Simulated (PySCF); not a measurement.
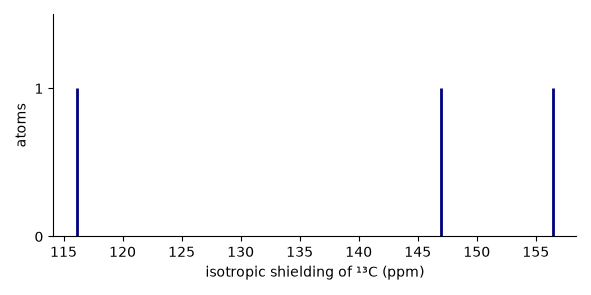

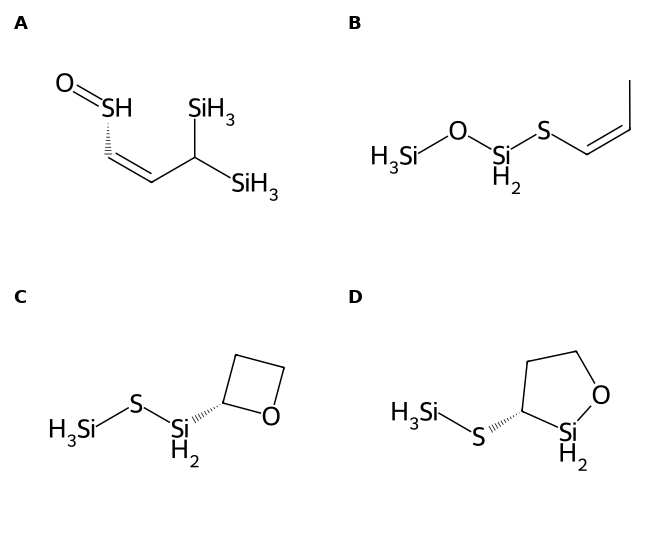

The sticks are computed shieldings of one of the molecules, for one fixed geometry (GFN2-xTB) without averaging over rotations. Low shielding means a high chemical shift. Method: GIAO PBE0/pcSseg-1 NMR shielding, non-relativistic, gas phase (PySCF 2.14.0).

Question: Which molecule gives this pattern?

Answer: D, `[SiH3]S[C@@H]1CCO[SiH2]1`. Its 3 C atoms give lines at 116.1, 146.9, 156.4 ppm.

The geometry is semi-empirical. Around Si such bond lengths and angles can be off by a tenth of an ångström or more and by several degrees, and values that hang on the shape move with them.
